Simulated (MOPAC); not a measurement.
Energy landscape of H2S, triplet: collinear S-H-H surface. Scanned: S-H distance and H-H distance.

Cartesian coordinates as functions of the variables (Å; names that start with a are angles):
```
S  0  0  -r1
H  0  0  0
H  0  0  r2
```

Method: MOPAC with AM1, unrestricted, heats of formation.

Energy in kJ/mol above the lowest grid point; x is the S-H distance (Å), y the H-H distance (Å).

| y \ x | 1.14 | 1.23 | 1.34 | 1.45 | 1.57 | 1.70 | 1.85 | 2.01 | 2.21 | 2.48 | 2.81 | 3.28 | 3.89 |
|---|---|---|---|---|---|---|---|---|---|---|---|---|---|
| 2.15 | 174.5 | 150.7 | 144.8 | 155.3 | 181.5 | 223.8 | 282.8 | 341.8 | 393.6 | 433.4 | 455.7 | 465.2 | 467.1 |
| 1.81 | 172.8 | 148.6 | 141.9 | 151.6 | 176.5 | 216.9 | 272.7 | 327.8 | 376.6 | 414.4 | 435.8 | 445.0 | 446.8 |
| 1.55 | 173.1 | 147.7 | 139.4 | 147.2 | 169.3 | 205.5 | 254.7 | 302.6 | 345.0 | 378.4 | 397.7 | 406.0 | 407.6 |
| 1.37 | 173.6 | 146.1 | 135.1 | 139.7 | 157.5 | 187.5 | 227.8 | 266.5 | 300.1 | 326.4 | 341.8 | 348.4 | 349.6 |
| 1.22 | 172.5 | 141.4 | 126.0 | 125.6 | 136.8 | 158.0 | 187.1 | 214.6 | 237.2 | 253.8 | 263.2 | 267.0 | 267.6 |
| 1.11 | 170.4 | 135.0 | 114.1 | 107.9 | 111.9 | 124.6 | 144.2 | 163.2 | 178.6 | 190.5 | 198.1 | 201.4 | 201.9 |
| 1.02 | 168.4 | 128.1 | 101.1 | 88.6 | 85.6 | 91.1 | 103.6 | 117.3 | 128.8 | 138.5 | 145.3 | 148.4 | 148.8 |
| 0.94 | 166.9 | 121.6 | 88.3 | 69.5 | 60.2 | 59.8 | 67.3 | 77.5 | 86.7 | 95.0 | 101.3 | 104.1 | 104.5 |
| 0.87 | 167.1 | 117.1 | 78.1 | 53.9 | 39.4 | 34.6 | 38.6 | 46.5 | 54.1 | 61.5 | 67.3 | 70.0 | 70.4 |
| 0.80 | 170.8 | 116.0 | 71.7 | 42.5 | 23.3 | 14.8 | 15.7 | 21.7 | 28.1 | 34.7 | 40.2 | 42.8 | 43.1 |
| 0.74 | 179.2 | 120.3 | 71.9 | 39.0 | 16.2 | 4.6 | 3.3 | 7.9 | 13.3 | 19.4 | 24.7 | 27.1 | 27.4 |
| 0.68 | 195.7 | 132.6 | 80.1 | 43.8 | 17.8 | 3.4 | 0.0 | 3.3 | 7.8 | 13.5 | 18.5 | 20.9 | 21.2 |
| 0.63 | 218.2 | 151.3 | 95.3 | 56.4 | 27.9 | 11.2 | 6.1 | 8.3 | 12.2 | 17.6 | 22.5 | 24.8 | 25.0 |

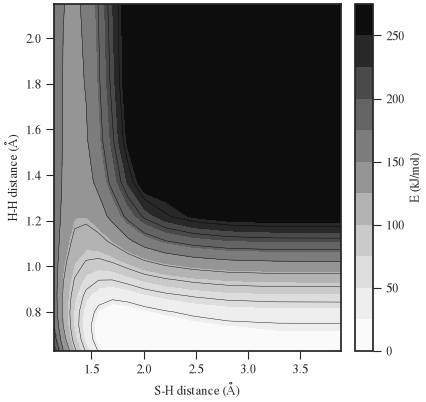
Figure: Energy surface, cut off at 267 kJ/mol.

Points that lie below all their neighbours on the grid: x = 1.85, y = 0.68 (0.0 kJ/mol).
